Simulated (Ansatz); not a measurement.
# InH3 (SMILES [H][In]([H])[H]): HSE06/STO-3G

Aim: the energy change on altering one bond length of InH3 at HSE06/STO-3G, from 2 runs. 

The results are computed with Ansatz 0.2.0.

27 further runs of the same task are left out: 1 that didn't finish, 26 set aside as unsound or not needed.

**1. Starting point**

InH3 has 4 atoms, charge 0, and is taken as a singlet. SMILES: `[H][In]([H])[H]`. Geometry: a GFN2-xTB relaxation, a rough one for these elements and not checked as a minimum.

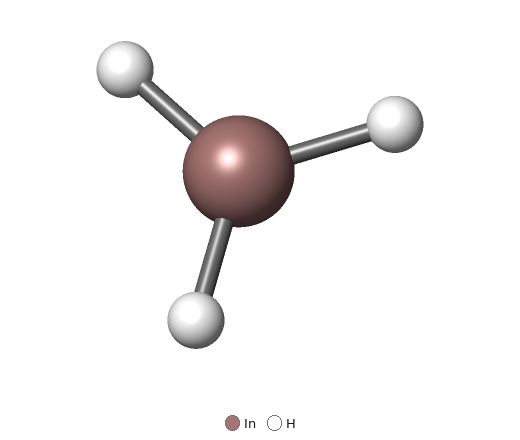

Viewed from a chosen angle; indium brown, hydrogen white.

**2. A single-point energy at HSE06/STO-3G**

Contents of molecule.yaml:

```yaml
crystal:
  periodic: [false, false, false]
  atoms:
    - {symbol: In, position_ang: [0.000640, -0.000740, -0.000540]}
    - {symbol: H, position_ang: [1.718930, -0.027790, 0.013510]}
    - {symbol: H, position_ang: [-0.834510, 1.501400, -0.017780]}
    - {symbol: H, position_ang: [-0.885060, -1.472880, 0.004810]}
basis:
  gaussian: {orbitals: STO-3G}
accuracy: high
hamiltonian: {xc: {name: HSE06}}
```

Started as:

```console
ansatz run molecule.yaml --threads 1 --pin off --max-ram 2610MiB --events-out events.jsonl --progress --plain --runs-dir runs
```

The log of the run:

```text
Warning: RAYON_NUM_THREADS=1 ignored (pool sized by the plan → 1); use --threads N
Functional definition: HSE06
  name "HSE06"
  parameter a = 0.25
  parameter omega = 0.11/bohr
  exchange = pbe_x - a*pbe_x_sr(omega) + a*exact_x_sr(omega)
  correlation = pbe_c
527 factors; integrals over basis functions are off by at most 4.0e-9 eV
46 factors; integrals over basis functions are off by at most 1.4e-9 eV
mean field evaluation 1: about -154732.9746 eV, gradient 1.3e1 eV
mean field evaluation 2: about -154733.4590 eV, gradient 6.5e0 eV
mean field evaluation 4: about -154733.6534 eV, gradient 1.1e-1 eV
mean field evaluation 8: about -154733.6043 eV, gradient 1.3e-3 eV
mean field -154733.60434530 eV, -5686.3550774857 hartree, gradient 2.2e-8 eV, S^2 0.000000; 0 other end points of the search recorded, 0 dependent functions left out
reference -154733.60434705 eV, -5686.3550775500 hartree; 26, 26 occupied and 4, 4 virtual orbitals, 527 factors
Total energy: -154733.60434705 eV, -5686.3550775500 hartree
```

Wall time 0.6 s (1 thread of AMD EPYC 9R45 (Zen 5), shared host); peak memory 0.12 GiB.

**3. The distorted shape**

Contents of in.yaml:

```yaml
crystal:
  periodic: [false, false, false]
  atoms:
    - symbol: In
      position_ang: [-0.428932, 0.006022, -0.004052]
    - symbol: H
      position_ang: [1.718930, -0.027790, 0.013510]
    - symbol: H
      position_ang: [-1.264082, 1.508162, -0.021292]
    - symbol: H
      position_ang: [-1.314632, -1.466118, 0.001298]
basis:
  gaussian:
    orbitals: STO-3G
magnetization:
  spin_polarized: false
hamiltonian:
  xc: {name: HSE06}
accuracy: high
```

Started as:

```console
ansatz run in.yaml --threads 1 --pin off --max-ram 2610MiB --events-out events.jsonl --progress --plain --runs-dir runs
```

The log of the run:

```text
Warning: RAYON_NUM_THREADS=1 ignored (pool sized by the plan → 1); use --threads N
Functional definition: HSE06
  name "HSE06"
  parameter a = 0.25
  parameter omega = 0.11/bohr
  exchange = pbe_x - a*pbe_x_sr(omega) + a*exact_x_sr(omega)
  correlation = pbe_c
527 factors; integrals over basis functions are off by at most 4.0e-9 eV
46 factors; integrals over basis functions are off by at most 1.7e-9 eV
mean field evaluation 1: about -154731.4475 eV, gradient 1.3e1 eV
mean field evaluation 2: about -154731.7626 eV, gradient 1.0e1 eV
mean field evaluation 4: about -154732.3430 eV, gradient 1.5e-1 eV
mean field evaluation 8: about -154732.2780 eV, gradient 1.7e-3 eV
mean field -154732.27803484 eV, -5686.3063364752 hartree, gradient 7.3e-8 eV, S^2 0.000000; 0 other end points of the search recorded, 0 dependent functions left out
reference -154732.27803661 eV, -5686.3063365405 hartree; 26, 26 occupied and 4, 4 virtual orbitals, 527 factors
Total energy: -154732.27803661 eV, -5686.3063365405 hartree
```

It took 0.6 s on 1 thread of AMD EPYC 9R45 (Zen 5), shared host; peak memory 0.12 GiB.

**4. Results**

At HSE06/STO-3G:

| quantity | value |
| --- | --- |
| first shape: total energy | -5686.35508 Eh |
| distorted shape: total energy | -5686.30634 Eh |
| energy change with the In1–H2 bond stretched from 1.719 to 2.148 Å | 1.326 eV |

In words: With the In1–H2 bond stretched from 1.719 to 2.148 Å the energy rises by 1.33 eV (128 kJ/mol). The first shape isn't relaxed at this level, so the change isn't measured from a minimum. The minimal basis adds a large error of its own. Relativity is left out (first shape) although the molecule holds a heavy atom. Relativity is left out (distorted shape) although the molecule holds a heavy atom.
